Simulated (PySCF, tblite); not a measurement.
# C3H11NO2Si2: geometry, infrared bands and NMR shifts

Aim: predict the infrared bands and NMR shifts of C3H11NO2Si2 (`CNC(=O)[C@H]([SiH3])O[SiH3]`).

Computed with tblite 0.8.0 and PySCF 2.14.0, with density-fitted response routines of our own, on a single molecule in the gas phase. Atoms are numbered from 0 throughout.

## (1) Starting geometry

19 atoms, charge 0, multiplicity 1; geometry from: force field or distance geometry start.

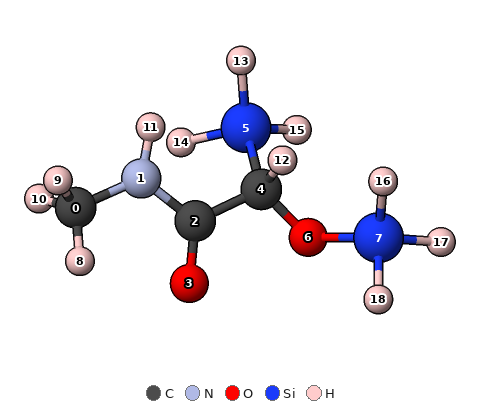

The starting geometry (carbon dark grey, nitrogen light blue, oxygen red, silicon blue, hydrogen pink), atoms numbered.

## (2) Optimising the geometry with GFN2-xTB

Job settings and geometry (Å):

```
{"job": {"kind": "relax", "xc": "GFN2-xTB", "basis": "xTB"}, "charge": 0, "multiplicity": 1}
C      2.920700    -0.078900    -1.302300
N      1.583400     0.387300    -0.916000
C      0.708800    -0.484200    -0.209200
O      1.028300    -1.664000     0.074400
C     -0.644200     0.029200     0.178800
Si    -0.375000     1.565400     1.178200
O     -1.368900    -0.942200     0.833600
Si    -2.859100    -1.338300     0.158700
H      2.972500    -1.185000    -1.333900
H      3.070500     0.286000    -2.332100
H      3.706500     0.371800    -0.677400
H      1.236000     1.348000    -1.110600
H     -1.254700     0.342000    -0.695700
H     -0.558800     2.742900     0.341100
H      1.022600     1.593600     1.651200
H     -1.230000     1.636700     2.381300
H     -3.243200    -0.484300    -0.973800
H     -3.967400    -1.402100     1.133700
H     -2.757700    -2.714600    -0.372100
```

The run is started by

```
OMP_NUM_THREADS=1 python probes_run.py task.json out
```

One launch serves the whole session: the jobs run in the order shown.

The log of the run:

```text
step      E/eV     max force
  0    -723.07277    3.175
  1    -723.38011    2.971
  2    -723.51613    1.392
  3    -723.59729    0.777
  4    -723.67036    0.521
  5    -723.70296    0.486
  6    -723.74139    0.393
  7    -723.76403    0.302
  8    -723.78206    0.274
  9    -723.79463    0.260
 10    -723.80687    0.259
 11    -723.81760    0.300
 12    -723.82686    0.220
 13    -723.83419    0.194
 14    -723.84108    0.213
 15    -723.84801    0.194
 16    -723.85343    0.182
 17    -723.85701    0.128
 18    -723.85992    0.126
 19    -723.86324    0.164
 20    -723.86739    0.187
 21    -723.87199    0.167
 22    -723.87655    0.173
 23    -723.88091    0.184
 24    -723.88502    0.140
 25    -723.88865    0.140
 26    -723.89189    0.126
 27    -723.89532    0.135
 28    -723.89950    0.175
 29    -723.90443    0.204
 30    -723.90929    0.193
 31    -723.91324    0.143
 32    -723.91669    0.135
 33    -723.92056    0.142
 34    -723.92525    0.171
 35    -723.93054    0.168
 36    -723.93573    0.135
 37    -723.94036    0.155
 38    -723.94466    0.158
 39    -723.94872    0.206
 40    -723.95258    0.201
 41    -723.95736    0.147
 42    -723.96382    0.138
 43    -723.96744    0.176
 44    -723.97456    0.215
 45    -723.98007    0.173
 46    -723.98567    0.164
 47    -723.98962    0.149
 48    -723.99332    0.155
 49    -723.99692    0.156
 50    -723.99982    0.167
 51    -724.00274    0.125
 52    -724.00513    0.104
 53    -724.00697    0.097
 54    -724.00855    0.101
 55    -724.01011    0.099
 56    -724.01136    0.096
 57    -724.01262    0.080
 58    -724.01404    0.102
 59    -724.01571    0.096
 60    -724.01739    0.091
 61    -724.01886    0.090
 62    -724.02029    0.077
 63    -724.02193    0.090
 64    -724.02366    0.090
 65    -724.02503    0.078
 66    -724.02577    0.052
 67    -724.02622    0.059
 68    -724.02671    0.073
 69    -724.02743    0.075
 70    -724.02825    0.066
 71    -724.02900    0.058
 72    -724.02956    0.047
 73    -724.02995    0.046
 74    -724.03028    0.049
 75    -724.03064    0.046
 76    -724.03106    0.041
 77    -724.03151    0.043
 78    -724.03192    0.044
 79    -724.03230    0.054
 80    -724.03279    0.067
 81    -724.03354    0.082
 82    -724.03452    0.082
 83    -724.03557    0.076
 84    -724.03661    0.081
 85    -724.03770    0.088
 86    -724.03901    0.084
 87    -724.04063    0.077
 88    -724.04249    0.078
 89    -724.04436    0.085
 90    -724.04606    0.115
 91    -724.03957    0.318
 92    -724.04813    0.082
 93    -724.04915    0.085
 94    -724.05225    0.155
 95    -724.05366    0.121
 96    -724.05690    0.080
 97    -724.05872    0.087
 98    -724.06107    0.108
 99    -724.06341    0.130
100    -724.06694    0.090
101    -724.06918    0.180
102    -724.07043    0.117
103    -724.07242    0.082
104    -724.07346    0.094
105    -724.07477    0.085
106    -724.07597    0.069
107    -724.07718    0.074
108    -724.07797    0.079
109    -724.07858    0.053
110    -724.07911    0.062
111    -724.07955    0.077
112    -724.08030    0.076
113    -724.08080    0.050
114    -724.08128    0.045
115    -724.08158    0.050
116    -724.08204    0.042
117    -724.08244    0.044
118    -724.08280    0.042
119    -724.08315    0.041
120    -724.08360    0.043
121    -724.08405    0.050
122    -724.08441    0.051
123    -724.08484    0.039
124    -724.08542    0.042
125    -724.08595    0.048
126    -724.08651    0.049
127    -724.08690    0.044
128    -724.08725    0.042
129    -724.08765    0.041
130    -724.08809    0.039
131    -724.08846    0.039
132    -724.08879    0.065
133    -724.08913    0.064
134    -724.08959    0.047
135    -724.09015    0.062
136    -724.09073    0.053
137    -724.09143    0.075
138    -724.09208    0.087
139    -724.09259    0.069
140    -724.09295    0.050
141    -724.09325    0.037
142    -724.09353    0.039
143    -724.09383    0.036
144    -724.09405    0.037
145    -724.09436    0.046
146    -724.09482    0.059
147    -724.09551    0.054
148    -724.09625    0.067
149    -724.09750    0.102
150    -724.09866    0.093
151    -724.10077    0.122
152    -724.10444    0.149
153    -724.10783    0.142
154    -724.11115    0.229
155    -724.09550    0.634
156    -724.11638    0.146
157    -724.11817    0.152
158    -724.12065    0.137
159    -724.12526    0.119
160    -724.12893    0.123
161    -724.13390    0.160
162    -724.13885    0.163
163    -724.14205    0.166
164    -724.14475    0.243
165    -724.14922    0.141
166    -724.15544    0.182
167    -724.16148    0.254
168    -724.16952    0.236
169    -724.17697    0.208
170    -724.18582    0.196
171    -724.19261    0.166
172    -724.19850    0.216
173    -724.20262    0.193
174    -724.20555    0.124
175    -724.20766    0.121
176    -724.20916    0.098
177    -724.21041    0.119
178    -724.21187    0.091
179    -724.21404    0.123
180    -724.21597    0.150
181    -724.21866    0.134
182    -724.22066    0.100
183    -724.22264    0.097
184    -724.22464    0.123
185    -724.22648    0.135
186    -724.22792    0.104
187    -724.22915    0.082
188    -724.23023    0.106
189    -724.23150    0.087
190    -724.23312    0.072
191    -724.23444    0.077
192    -724.23585    0.082
193    -724.23730    0.071
194    -724.23835    0.066
195    -724.23892    0.049
196    -724.23925    0.041
197    -724.23957    0.030
198    -724.23977    0.025
199    -724.23989    0.021
200    -724.23994    0.018
201    -724.23999    0.014
202    -724.24005    0.016
203    -724.24011    0.017
204    -724.24019    0.022
205    -724.24029    0.028
206    -724.24039    0.025
207    -724.24049    0.019
208    -724.24057    0.019
209    -724.24066    0.020
210    -724.24075    0.021
211    -724.24085    0.021
212    -724.24095    0.024
213    -724.24106    0.027
214    -724.24119    0.026
215    -724.24131    0.022
216    -724.24142    0.026
217    -724.24152    0.022
218    -724.24161    0.024
219    -724.24171    0.026
220    -724.24182    0.024
221    -724.24194    0.020
222    -724.24205    0.020
223    -724.24215    0.022
224    -724.24223    0.018
225    -724.24228    0.012
226    -724.24230    0.009
```

Wall time 2 s (1 thread of Arm Neoverse V1, shared host); peak memory 0.18 GiB.

Along the way: (not every step is listed)

```
step  energy from step 0 (eV)  largest force (eV/Å)
   0                   0.0000                3.1747
   1                  -0.3073                2.9715
   2                  -0.4434                1.3924
   3                  -0.5245                0.7768
   4                  -0.5976                0.5209
   5                  -0.6302                0.4858
   6                  -0.6686                0.3931
   7                  -0.6913                0.3020
   8                  -0.7093                0.2742
  29                  -0.8317                0.2043
  50                  -0.9271                0.1667
  71                  -0.9562                0.0578
  92                  -0.9754                0.0816
 113                  -1.0080                0.0502
 134                  -1.0168                0.0474
 155                  -1.0227                0.6336
 176                  -1.1364                0.0976
 197                  -1.1668                0.0301
 218                  -1.1688                0.0239
 221                  -1.1692                0.0199
 222                  -1.1693                0.0202
 223                  -1.1694                0.0219
 224                  -1.1695                0.0177
 225                  -1.1695                0.0122
 226                  -1.1695                0.0093
```

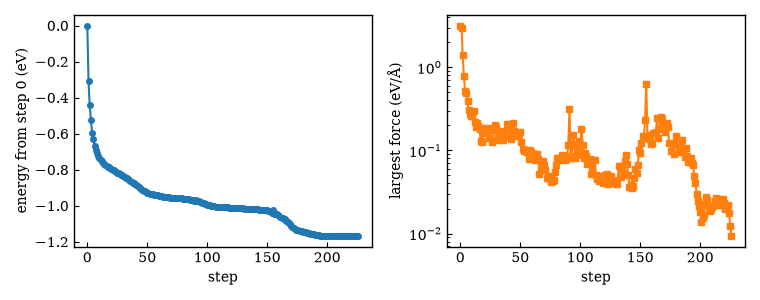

Energy and force, step by step.

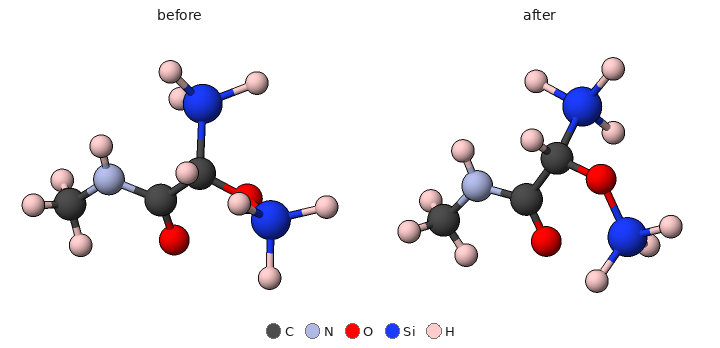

Before and after, at one scale.

Close pairs (by a distance rule), those that changed most:

```
   bond  before (Å)  after (Å)  change (Å)
  N1–C2       1.423      1.348      -0.075
 C4–Si5       1.852      1.922      +0.070
 O6–Si7       1.683      1.636      -0.047
  C2–O3       1.255      1.218      -0.037
 N1–H11       1.040      1.007      -0.033
  C0–N1       1.468      1.444      -0.024
Si5–H15       1.478      1.458      -0.020
  C0–H8       1.108      1.089      -0.019
```

The final coordinates are the input of the step that follows.

## (3) Harmonic vibrations with GFN2-xTB

Job settings and geometry (Å):

```
{"job": {"kind": "ir", "xc": "GFN2-xTB", "basis": "xTB"}, "charge": 0, "multiplicity": 1}
C      2.527679    -0.256267    -1.546554
N      1.351232     0.453112    -1.102036
C      0.288819    -0.169782    -0.553809
O      0.232643    -1.376320    -0.398509
C     -0.819642     0.722940    -0.088492
Si    -0.342996     1.523852     1.592481
O     -1.993144     0.014258     0.136827
Si    -2.193334    -1.606991     0.227287
H      2.386614    -1.307281    -1.300976
H      2.659457    -0.154005    -2.625701
H      3.416987     0.120265    -1.038387
H      1.328714     1.452617    -1.221286
H     -1.019360     1.491983    -0.847266
H      0.848999     2.353960     1.362458
H     -0.040236     0.465322     2.547446
H     -1.477546     2.336980     2.014142
H     -2.036520    -2.323875    -1.034274
H     -3.625665    -1.504906     0.530762
H     -1.502506    -2.226613     1.353590
```

The log of the run:

```text
mode    cm-1     km/mol
  1      66.4      1.97
  2      73.7      2.48
  3      94.6      0.80
  4     112.9      1.27
  5     119.7      1.19
  6     133.2     19.22
  7     161.5      3.44
  8     227.0     21.72
  9     253.4     27.48
 10     325.2      1.86
 11     349.4     17.99
 12     445.6     20.75
 13     456.4     33.81
 14     508.6     32.92
 15     552.9     20.71
 16     609.9    103.14
 17     614.4     27.25
 18     667.0     58.63
 19     717.6     28.27
 20     737.3     14.02
 21     749.9    170.00
 22     767.7    185.72
 23     771.4     56.35
 24     782.5    458.64
 25     791.2    227.95
 26     847.2    252.27
 27     867.4    281.33
 28     950.1     11.91
 29    1070.3    111.70
 30    1090.7     59.17
 31    1109.9     21.01
 32    1116.3      8.10
 33    1167.3     93.17
 34    1205.2     57.39
 35    1279.0      7.41
 36    1393.4      7.25
 37    1429.7    209.35
 38    1461.3     11.89
 39    1481.7     25.66
 40    1713.9    471.00
 41    2210.5    259.52
 42    2216.0    472.37
 43    2266.2    415.17
 44    2280.6     91.35
 45    2320.5    234.02
 46    2328.5    288.90
 47    2850.8     62.51
 48    2971.2     28.10
 49    2987.8     41.35
 50    3037.6      1.92
 51    3465.7      7.21
```

Wall time 0.82 s (1 thread of Arm Neoverse V1, shared host); peak memory 0.18 GiB.

The strongest bands and the atoms that carry them (share of the mass-weighted mode):

```
cm⁻¹  km/mol                         atoms
 782   458.6  H13 18 %, H14 11 %, Si5 10 %
 847   252.3            H17 44 %, H18 42 %
 867   281.3            H16 47 %, H17 41 %
1714   471.0              C2 64 %, O3 31 %
2210   259.5                      H13 95 %
2216   472.4                      H17 84 %
2266   415.2            H18 50 %, H16 44 %
2328   288.9                      H14 94 %
```

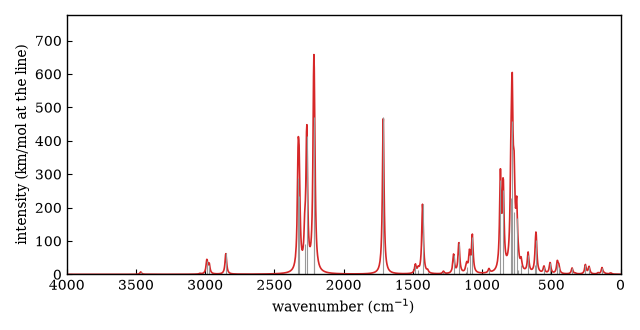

The infrared spectrum from these modes, unscaled. Lines are broadened to a width of 14 cm⁻¹ (Lorentzian).

## (4) NMR shieldings: PBE0/pcSseg-1

The job, as its differences from that of step 3:

```diff
@@ -1,2 +1,2 @@
-{"job": {"kind": "ir", "xc": "GFN2-xTB", "basis": "xTB"}, "charge": 0, "multiplicity": 1}
+{"job": {"kind": "nmr", "xc": "PBE0", "basis": "pcSseg-1"}, "charge": 0, "multiplicity": 1}
 C      2.527679    -0.256267    -1.546554
```

Method: GIAO PBE0/pcSseg-1 NMR shielding, non-relativistic, gas phase.

The log of the run:

```text
coarse grid: 16560 points
cycle   1  E = -904.2282738442  dE =  1.104e+00  |g| = 9.864e-01  |ddm| = 3.877e+00
cycle   2  E = -903.6661868770  dE =  5.621e-01  |g| = 1.967e+00  |ddm| = 2.594e+00
cycle   3  E = -904.4003551440  dE = -7.342e-01  |g| = 2.341e-01  |ddm| = 1.939e+00
cycle   4  E = -904.4086366617  dE = -8.282e-03  |g| = 1.229e-01  |ddm| = 2.612e-01
cycle   5  E = -904.4113287660  dE = -2.692e-03  |g| = 1.980e-02  |ddm| = 9.431e-02
cycle   6  E = -904.4114028439  dE = -7.408e-05  |g| = 6.352e-03  |ddm| = 2.161e-02
cycle   7  E = -904.4114111761  dE = -8.332e-06  |g| = 1.316e-03  |ddm| = 6.098e-03
final grid: 149976 points
cycle   8  E = -904.4758749267  dE = -1.526e-05  |g| = 1.363e-02  |ddm| = 2.543e-02
cycle   9  E = -904.4757933713  dE =  8.156e-05  |g| = 2.493e-02  |ddm| = 2.612e-02
cycle  10  E = -904.4759080307  dE = -1.147e-04  |g| = 2.574e-03  |ddm| = 1.868e-02
cycle  11  E = -904.4759092914  dE = -1.261e-06  |g| = 4.104e-04  |ddm| = 2.093e-03
cycle  12  E = -904.4759093184  dE = -2.699e-08  |g| = 1.539e-04  |ddm| = 4.910e-04
cycle  13  E = -904.4759093232  dE = -4.796e-09  |g| = 2.980e-05  |ddm| = 1.507e-04
cycle  14  E = -904.4759093234  dE = -2.005e-10  |g| = 8.105e-06  |ddm| = 3.557e-05
converged SCF energy = -904.4759093234

GIAO shielding tensors (ppm)
atom      isotropic    diamagn.    paramagn.     s11        s22        s33       span
  0 C      160.301     243.420     -83.119    132.005    161.481    187.416     55.411
  1 N      152.786     330.982    -178.196     64.816    172.623    220.919    156.102
  2 C        8.950     254.097    -245.147    -72.212      7.690     91.374    163.586
  3 O      -34.474     405.163    -439.637   -323.985   -145.539    366.101    690.086
  4 C      121.822     251.369    -129.546     98.026    105.260    162.181     64.155
  5 Si     415.251     880.653    -465.402    384.421    402.478    458.855     74.434
  6 O      334.177     394.598     -60.421    298.330    326.068    378.134     79.804
  7 Si     398.682     878.495    -479.813    353.746    365.904    476.395    122.649
  8 H       27.235      29.410      -2.176     22.524     27.955     31.225      8.701
  9 H       29.109      27.182       1.927     23.633     27.046     36.649     13.016
 10 H       29.127      28.039       1.088     23.610     27.445     36.325     12.715
 11 H       27.596      36.506      -8.910     20.746     30.385     31.655     10.909
 12 H       27.347      32.145      -4.798     23.119     27.536     31.386      8.266
 13 H       27.918      30.343      -2.425     23.981     27.008     32.764      8.783
 14 H       27.798      29.979      -2.181     24.389     27.201     31.805      7.417
 15 H       27.674      29.241      -1.567     24.474     25.568     32.980      8.506
 16 H       26.561      29.654      -3.094     22.576     25.510     31.596      9.019
 17 H       27.019      28.771      -1.752     22.846     25.479     32.731      9.885
 18 H       26.442      30.143      -3.700     23.409     24.682     31.235      7.826
```

Run time: 42 s. Hardware: 1 thread of Arm Neoverse V1, shared host; peak memory 0.93 GiB.

The references, computed at this level on geometries of the same kind, shield at (ppm): 1H TMS 31.72, 13C TMS 186.9, 29Si TMS 349.2, 15N NH3 267.7, 17O H2O 336.1. Their shielding less the atom's gives the shift. The references are single molecules in the gas phase, so shifts against H2O, NH3, PH3, H3PO4 or CFCl3 are not on the usual liquid scales and can be off by tens of ppm. Atoms listed in one row are averaged.

```
        atoms                                                environment  σ (ppm)  δ (ppm)  δ scaled to CDCl3
           C2                                      amide carbonyl carbon      9.0    178.0              171.8
           C4                 sp3 CH bonded to O and Si, α to a carbonyl    121.8     65.1               61.6
           C0                                  methyl carbon bonded to N    160.3     26.6               24.1
H16, H17, H18                          hydrogen on a silicon bonded to O    26.67     5.04                  –
          H12  hydrogen on an sp3 CH bonded to O and Si, α to a carbonyl    27.35     4.37               4.23
          H11                         hydrogen on an amide-type nitrogen    27.60     4.12                  –
H13, H14, H15                          hydrogen on a silicon bonded to C    27.80     3.92                  –
  H8, H9, H10                    hydrogen on a methyl carbon bonded to N    28.49     3.23               3.15
           N1                                        amide-type nitrogen    152.8    114.9                  –
           O3                                 amide-type carbonyl oxygen    -34.5    370.6                  –
           O6                                     oxygen bonded to C, Si    334.2      1.9                  –
          Si7                                   silicon bonded to O, 3 H    398.7    -49.5                  –
          Si5                                   silicon bonded to C, 3 H    415.3    -66.1                  –
```

The scaled column applies a straight-line fit of computed shieldings to shifts measured in CDCl3 (root-mean-square error 0.16 ppm for H, 1.9 ppm for C).

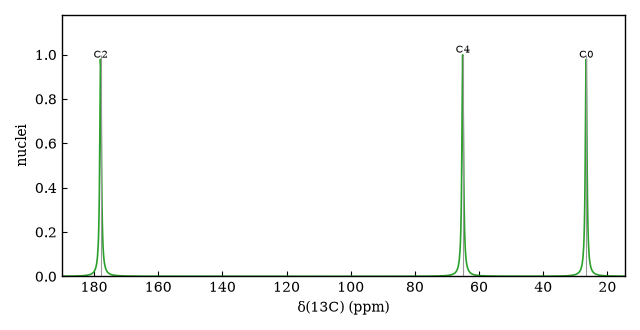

13C lines at the computed shifts, without couplings. Lines are broadened to a width of 0.61 ppm (Lorentzian).

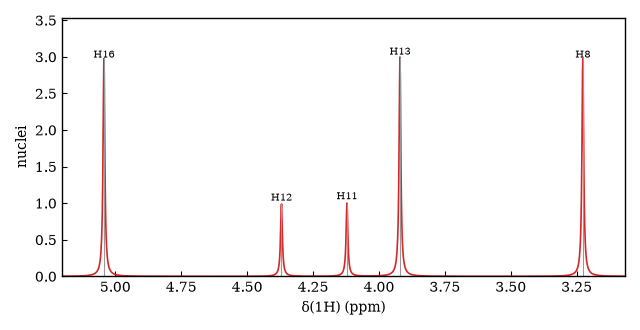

1H lines at the computed shifts, without couplings. Lines are broadened to a width of 0.01 ppm (Lorentzian).

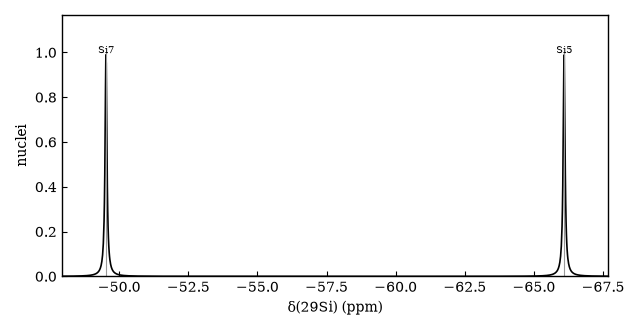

29Si lines at the computed shifts, without couplings. Lines are broadened to a width of 0.08 ppm (Lorentzian).

The run also stored atomic charges by several schemes (e):

```
atoms  Mulliken    IAO  Hirshfeld  ESP fit
   C0     -0.09  -0.32      -0.06    -0.11
   N1     -0.52  -0.33      -0.09    -0.45
   C2      0.44   0.41       0.17     0.57
   O3     -0.47  -0.48      -0.22    -0.47
   C4     -0.12  -0.21      -0.04    -0.06
  Si5      0.53   0.61       0.31     0.35
   O6     -0.63  -0.63      -0.22    -0.40
  Si7      0.73   0.86       0.32     0.58
```

ESP fit charges:

C0 -0.11; N1 -0.45; C2 0.57; O3 -0.47; C4 -0.06; Si5 0.35; O6 -0.40; Si7 0.58; H8 0.10; H9 0.09; H10 0.09; H11 0.30; H12 0.08; H13 -0.13; H14 -0.05; H15 -0.07; H16 -0.12; H17 -0.18; H18 -0.12

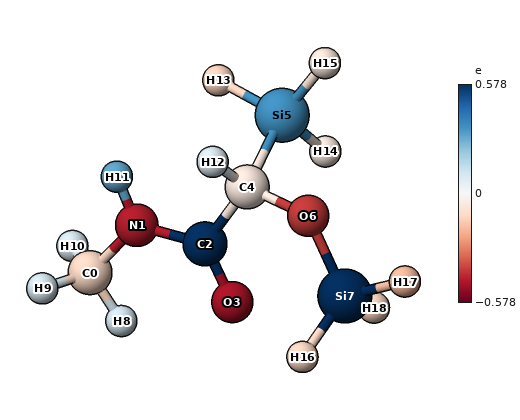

ESP fit charges, as colours on the atoms.

Mayer bond orders: C0–N1 0.93, N1–C2 1.16, C2–O3 1.77, C2–C4 0.97, C4–Si5 0.82, C4–O6 0.88, O6–Si7 0.89.

## (5) Results

| quantity | value |
| --- | --- |
| strongest single infrared mode (GFN2-xTB) | 2216 cm⁻¹, 472 km/mol |
| zero-point energy (GFN2-xTB) | 83.2 kcal/mol |
| 13C shifts against TMS (PBE0/pcSseg-1) | 178.0, 65.1, 26.6 ppm |
| 1H shifts against TMS (PBE0/pcSseg-1, means over atoms taken as alike) | 5.04, 4.37, 4.12, 3.92, 3.23 ppm |
| 15N shifts against NH3 (PBE0/pcSseg-1) | 114.9 ppm |
| 17O shifts against H2O (PBE0/pcSseg-1) | 370.6, 1.9 ppm |
| 29Si shifts against TMS (PBE0/pcSseg-1) | -49.5, -66.1 ppm |

The optimisation took 226 steps and gained 1.170 eV; among the close pairs (by a distance rule), N1–C2 changed most, from 1.423 to 1.348 Å. No mode is imaginary among the 51: a minimum at this level. The strongest single mode, at 2216 cm⁻¹, moves mainly H17. GFN2-xTB is a fitted tight-binding method: band positions and strengths are rough. Its intensities can rank the bands wrongly. The most deshielded carbon is C2 (amide carbonyl carbon), at 178.0 ppm: it is a carbonyl in resonance with an O or N lone pair, the region of acids, esters and amides. At PBE0/pcSseg-1: The widest tensor belongs to O3: span 690 ppm, with a paramagnetic part of -440 ppm.
